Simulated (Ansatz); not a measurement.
Input

```
crystal:
  periodic: [false, false, false]
  atoms:
    - { symbol: W, position_ang: [-0.160171, -0.16409, -0.068203] }
    - { symbol: Cl, position_ang: [-0.143031, -0.206914, 2.285456] }
    - { symbol: F, position_ang: [1.63894, -0.364617, -0.194639] }
    - { symbol: F, position_ang: [-0.223434, 1.651427, -0.113746] }
    - { symbol: F, position_ang: [-1.984831, -0.162159, -0.055164] }
    - { symbol: F, position_ang: [-0.285366, -1.985115, -0.098933] }
    - { symbol: F, position_ang: [-0.208478, -0.154992, -1.892224] }
    - { symbol: S, position_ang: [2.223343, 2.188023, 1.376086] }
    - { symbol: H, position_ang: [3.331129, 1.598022, 1.831738] }
    - { symbol: H, position_ang: [1.4634, 1.804815, 2.446628] }
basis:
  gaussian: { orbitals: def2-SVP }
hamiltonian:
  xc: hf
relax:
  f_tol: 0.03
  max_steps: 50
output:
  orbitals: {}
```

Command:

```sh
ansatz run input.yaml --threads 4 --pin off --max-ram 5120MiB --backend cpu --events-out ev --progress --plain --runs-dir out
```

The fields are those of the run's last geometry, not of the input's.

Core potentials replace the inner electrons of W.

Theory: RHF/def2-SVP in Ansatz 0.2.0.

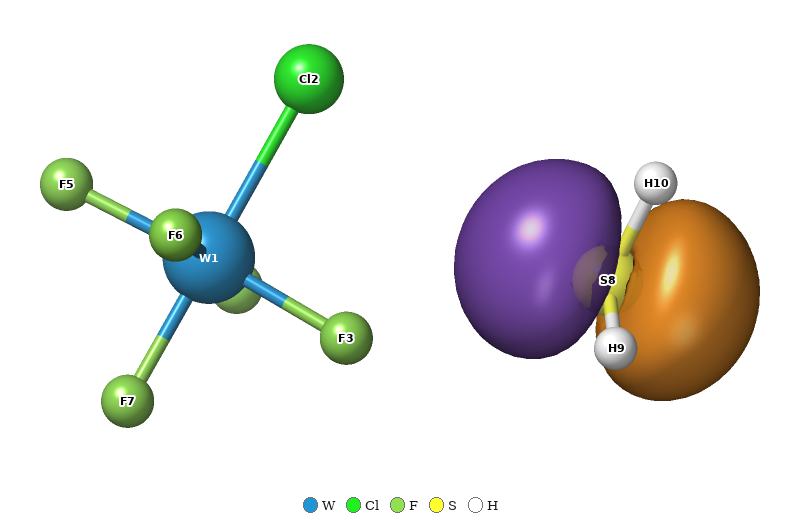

ClF$_{5}$W···H$_{2}$S. One frontier orbital at ±0.15 Å⁻³ᐟ² (orange and purple are the two phases), seen at a tilt.

Q: Which orbital is it: HOMO or LUMO?

A: The HOMO, at −10.44 eV. Its weight (Hirshfeld) is mainly on S8 (about 90 %); largely a lone pair of S8.
